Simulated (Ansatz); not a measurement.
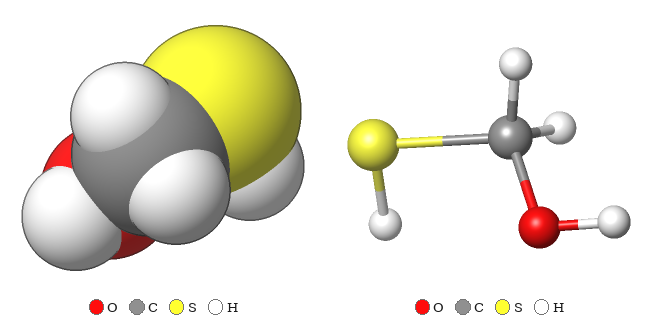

Two views of one molecule.

Computed geometry: PBE0-D4/def2-TZVP optimisation.

> Which formula does it have?

CH4OS, 7 atoms: 1 carbon, 4 hydrogen, 1 oxygen and 1 sulfur.

> Count the bonded pairs by element.

2 C–H, 1 C–O, 1 C–S, 1 O–H, 1 S–H.

> How many sets of symmetry-equivalent atoms are there?

7: 1 O, 1 C, 1 S, 1 H, 1 H, 1 H, 1 H.

> Write the SMILES.

OCS

The parts below concern this one geometry. Atoms keep their numbers from picture to picture.

**Vibrations**

Harmonic vibrations computed with RKS PBE0-D4/def2-TZVP (Ansatz 0.2.0) at a stationary point of the same level.

> How many vibrational modes are there, and where do they lie?

15 modes: 185, 270, 383, 716, 806, 1055, 1093, 1215, 1260, 1395, 1493, 2710, 3024, 3071, 3835 cm⁻¹.

**Charges**

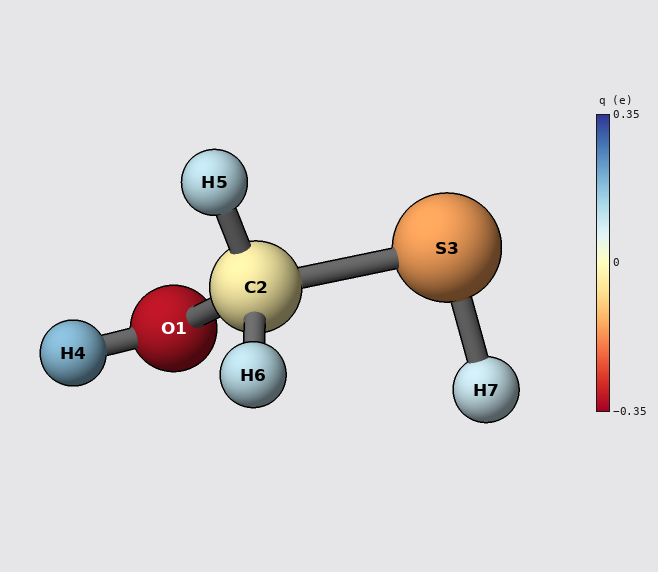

Atoms are coloured by their Mulliken charges. Level of theory: RKS B3LYP-D4/def2-TZVPP (Ansatz 0.2.0).

> Which atom carries the highest charge (most positive or least negative)?

H4 (0.18 e).

> And the lowest?

O1 (−0.32 e).

List the Mulliken charges.

```json
{"atom": "O1", "value (e)": "−0.32"}
{"atom": "C2", "value (e)": "−0.03"}
{"atom": "S3", "value (e)": "−0.15"}
{"atom": "H4", "value (e)": "0.18"}
{"atom": "H5", "value (e)": "0.11"}
{"atom": "H6", "value (e)": "0.11"}
{"atom": "H7", "value (e)": "0.09"}
```

**Dipole moment**

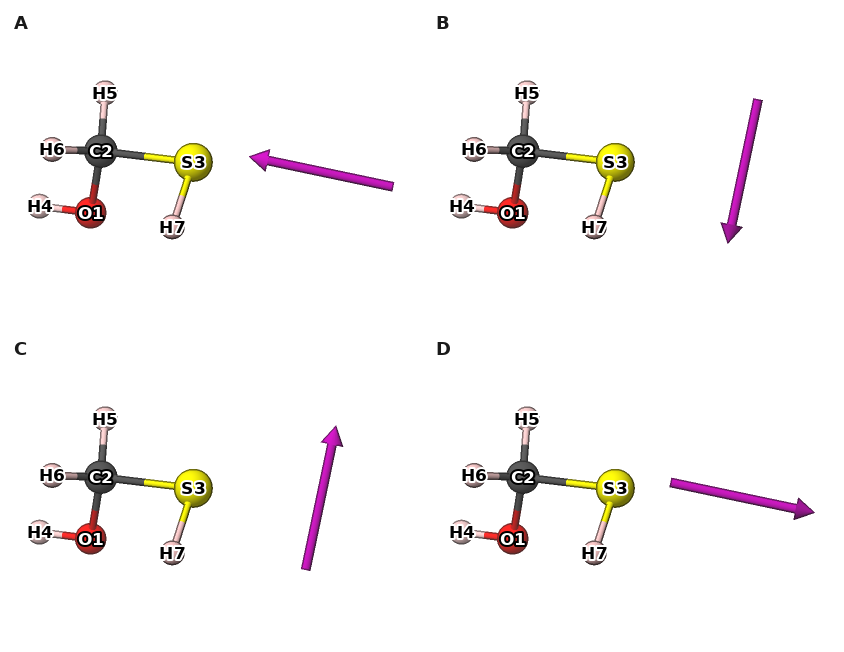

The same molecule four times, each with an arrow. Level of theory: RKS r2SCAN-D4/def2-TZVPP (Ansatz 0.2.0).

> Which arrow points along the dipole moment, from the negative to the positive end?

A. The dipole moment is 2.45 D; it points from the side of S3, H7 to the side of H4, H6 (the outermost atoms at the two ends).

**Thermal motion**

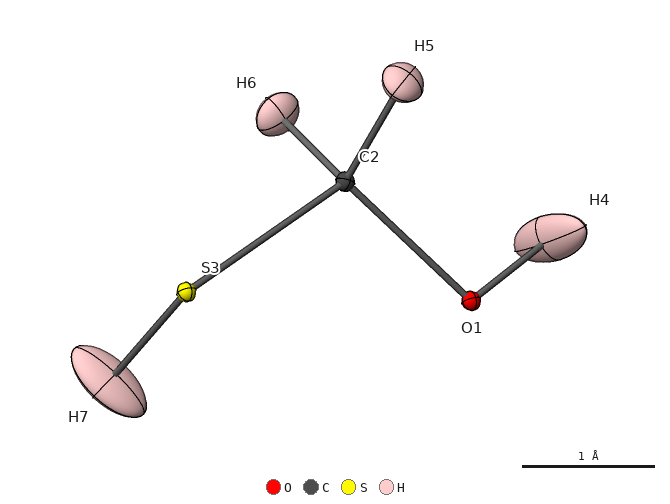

Displacement ellipsoids at the 50 % level, from the internal vibrations of the free molecule (harmonic, no overall translation or rotation; no half-axis is drawn under 0.075 Å). Vibrations computed with RKS PBE0-D4/def2-TZVP (Ansatz 0.2.0). Temperature: 0 K (zero-point motion alone).

> Which atom has the largest mean-square displacement?

H4, with U_eq = 0.0337 Å².

> Does H4 move more along its bond or across it?

Across it: the root-mean-square amplitude is 0.073 Å along the bond and up to 0.286 Å across, since bending and torsion are softer than stretching.

List U_eq and the three principal root-mean-square amplitudes for each kind of atom.

```json
{"atom": "O1", "U_eq (Å²)": "0.00079", "rms amplitudes (Å)": "0.019, 0.022, 0.039"}
{"atom": "C2", "U_eq (Å²)": "0.0011", "rms amplitudes (Å)": "0.027, 0.033, 0.039"}
{"atom": "S3", "U_eq (Å²)": "0.00023", "rms amplitudes (Å)": "0.007, 0.011, 0.023"}
{"atom": "H4", "U_eq (Å²)": "0.0337", "rms amplitudes (Å)": "0.073, 0.118, 0.286"}
{"atom": "H5", "U_eq (Å²)": "0.0107", "rms amplitudes (Å)": "0.077, 0.108, 0.120"}
{"atom": "H6", "U_eq (Å²)": "0.0107", "rms amplitudes (Å)": "0.076, 0.108, 0.121"}
{"atom": "H7", "U_eq (Å²)": "0.0262", "rms amplitudes (Å)": "0.078, 0.135, 0.233"}
```

Mulliken values depend strongly on the basis set and can even reverse the polarity of a bond.
